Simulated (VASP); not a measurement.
Band structure of PtS₂ (1T layered). All values below come from optB88-vdW, VASP's PBE PAW potentials (set 64) (plane waves; VASP 6.6.1).

Unless said otherwise, spin-orbit coupling is left out, though it shifts the bands of the heavy elements here.

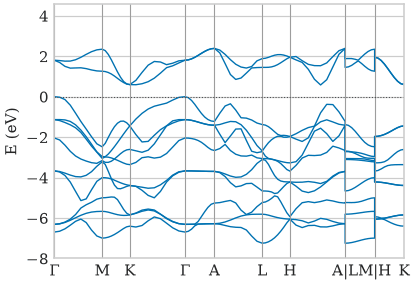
Figure: Bands along high-symmetry lines, zero at the valence-band maximum or, without a gap, the Fermi level

Problem. Read the plot: is there a gap, and where are the band edges?

Solution. The gap is indirect, 0.58 eV, from the valence maximum at Γ to the conduction minimum at H-A at 0.56. (Edges off the drawn lines would not show.)

The compound is PtS2 in the 1T layered structure. It was relaxed first.
